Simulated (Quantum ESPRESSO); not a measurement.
# Energy and gap at +3 % biaxial strain: honeycomb PbTe, 1 layer

How the rows were computed: Quantum ESPRESSO 7.5 driven by ASE, PBE, GBRV ultrasoft, ESM (bc1); atomic heights clamped; cell area 16.312 Å² at zero strain.

```
strain (%)  energy (meV a cell)  gap on the mesh (eV)
        −3                28.82                 1.732
      −1.5                 5.66                 1.669
         0                 0.00                 1.612
      +1.5                 9.85                 1.561
```

One more run was made and is withheld. What are energy and gap at +3 %, and how stiff is the sheet?

**Worked estimate.** About zero, E'' = (5.66 + 9.85 − 2 × 0.00)/1.5² = 6.89 meV per %² and E' = (9.85 − 5.66)/3 = 1.40 meV per %. With E = A K ε², where K = (C11 + C22)/2 + C12 (C11 + C12 for a hexagonal sheet), K = 6.89 × 10/(2 × 16.312) × 16.02 = 34 N/m. The parabola gives E(+3 %) = 0.00 + 3 × (1.40) + 4.5 × 6.89 = 35.2 meV. Continuing the last slope, the gap is 2 × 1.561 − 1.612 = 1.510 eV.

**The withheld run.** E = 33.5 meV and the gap 1.495 eV. The parabola misses by +1.7 meV, too high, since bonds soften under tension. The gap's line misses by +0.015 eV.

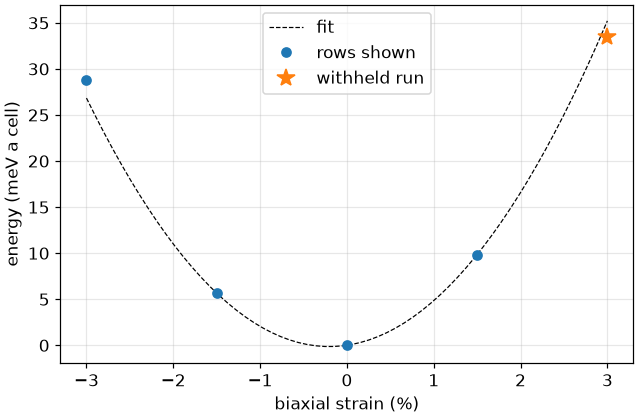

The rows shown, the fit and the withheld run.

**Limits.** Clamped heights stiffen sheets with several planes. Semilocal gap, no spin-orbit coupling.

[Logs are printed without paths, hosts, clocks, repeated set-up lines and the standing remarks that a program may print on its own settings, such as how far it seeks lower states.]
